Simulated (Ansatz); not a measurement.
# H$_{6}$InNOSSi (SMILES [NH2][In]([SH])[O][SiH3]): what the fields show

```xyz
11

N    -0.8546    2.1208   -0.0993
In    0.5510    0.8530   -0.7664
S     2.2539    1.1380   -2.3717
O     0.3916   -1.0196   -0.1246
Si   -0.5351   -1.7882    0.9655
H    -0.6175    3.1023   -0.0909
H    -1.2621    1.8678    0.7907
H     2.5925   -0.1608   -2.2884
H    -1.3108   -0.8190    1.8026
H     0.3065   -2.6043    1.8833
H    -1.5154   -2.6899    0.2990
```

Geometry: PBE0-D4/def2-TZVP; core potentials replace the inner electrons of In.

Computed with Ansatz 0.2.0, RKS PBE0-D4/def2-TZVPP.

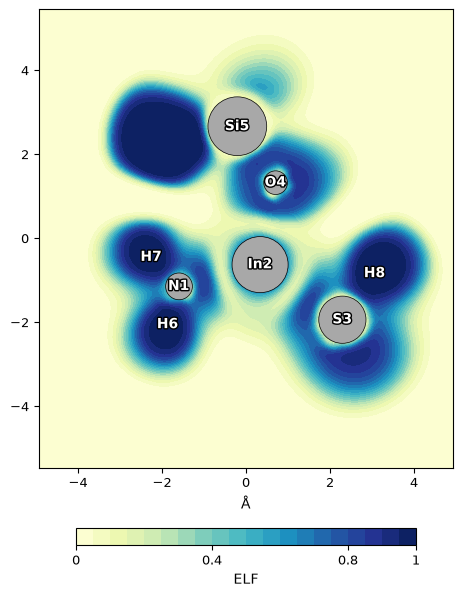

Figure 1. Electron localisation function on the plane of atoms S3, In2 and O4. Grey discs cover the atomic cores.

### What does the map show?

Atoms in the plane: N, In, S, O, Si and H. Si–O (1.62 Å): the ELF peaks at about 0.85 between the atoms, as expected for a polar covalent bond. In–O (1.99 Å): the ELF peaks at about 0.85 in the valence shell of O, 0.6 Å from its nucleus, and drops to about 0.15 between the two atoms. In–N (2.01 Å): the ELF peaks at about 0.85 in the valence shell of N, 0.6 Å from its nucleus, and drops to about 0.15 between the two atoms. In–S (2.36 Å): the ELF peaks at about 0.85 in the valence shell of S, 0.9 Å from its nucleus, and drops to about 0.20 between the two atoms. N–H (1.01 Å): the ELF climbs to about 1 towards the hydrogen, as it does in any bond to H; a covalent bond by its length. The ELF also peaks beside S3 and O4, away from the bonds: lone-pair regions.

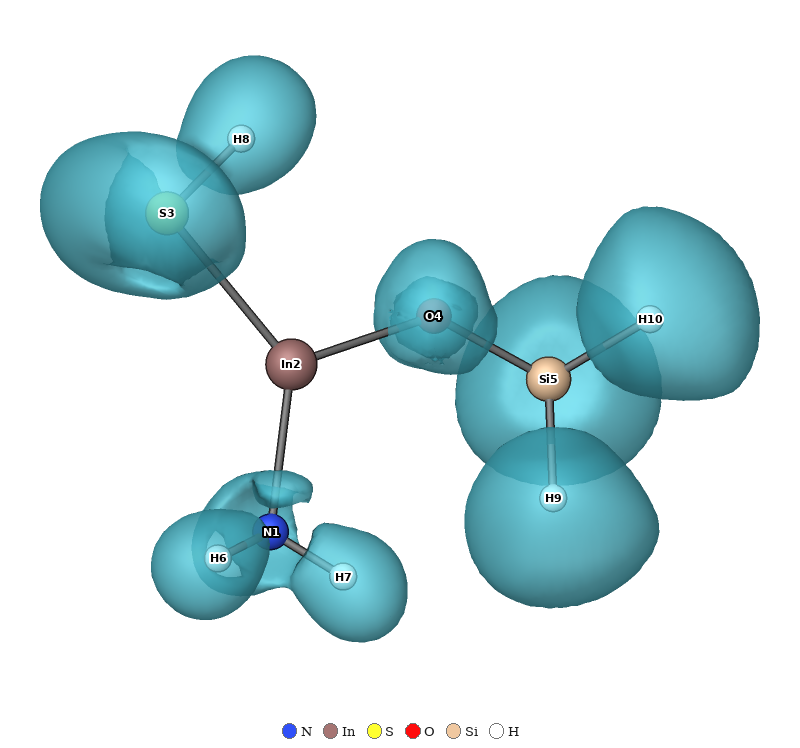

Figure 2. Isosurface of the electron localisation function at 0.8 (cyan), seen at a tilt. Only the valence region is drawn (cores and ρ < 0.01 e/Å³ removed).

### What do the ELF domains correspond to?

The ELF exceeds this value in four regions around hydrogen nuclei, one region wrapped around O (its valence shell), one region wrapped around S (its valence shell) and one joined region spread over several atoms (H, N), in which their bonds and any lone pairs are merged.

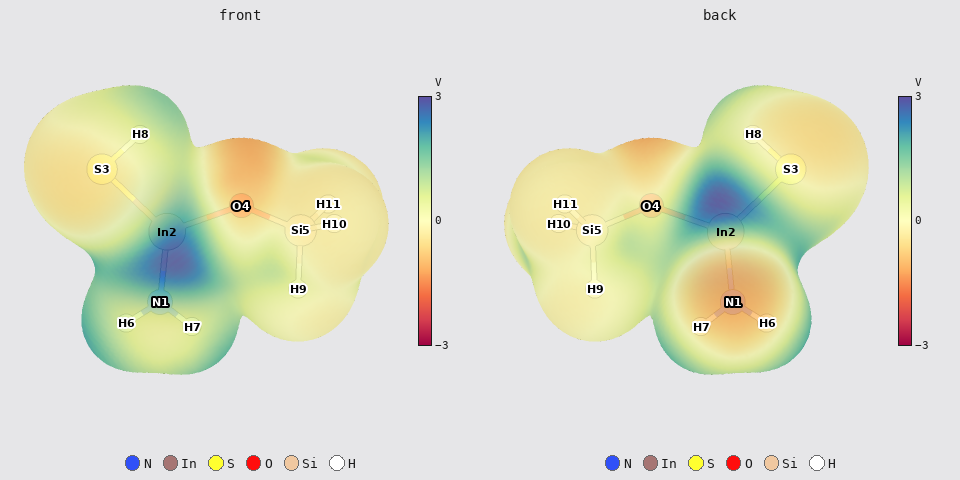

Figure 3. The electrostatic potential painted on the density surface at 0.002 e/bohr³, seen from the front and from behind; red is negative and blue positive.

### Which sites attract a positive test charge, and which a negative one?

A positive charge is drawn to the negative regions and a negative charge to the positive ones. The most negative region (about −1.2 V, or −28 kcal/mol for a unit charge) lies over N1, the most positive (about +2.8 V, or +65 kcal/mol for a unit charge) over In2. N1 is the likeliest acceptor of a hydrogen bond.
